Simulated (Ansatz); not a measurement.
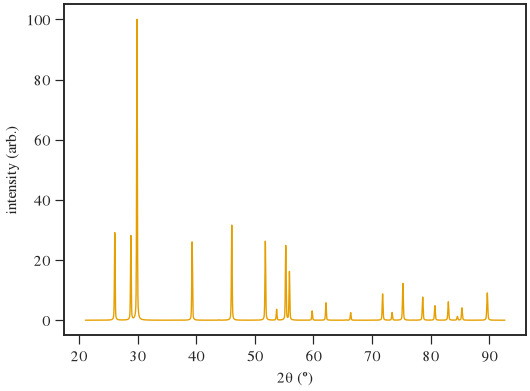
Figure. Simulated powder pattern, Cu Kα, λ = 1.54184 Å

The pattern belongs to a structure relaxed with plane-wave PAW PBE (Ansatz code).

Question: Pick the material that matches.
A) ZrO2, P4_2/nmc (Zr on 2a, O on 4d)
B) La2O3, La2O3 or Ni2Al3 type
C) Ga2O3, corundum
D) Al2O3, corundum

Answer: B, La2O3, La2O3 or Ni2Al3 type

Space group P-3m1 (La2O3 or Ni2Al3 type). The PBE relaxation kept the symmetry of its start. Spin–orbit coupling is left out wherever it is not named.

Potentials: the earlier of the program's two PAW sets.
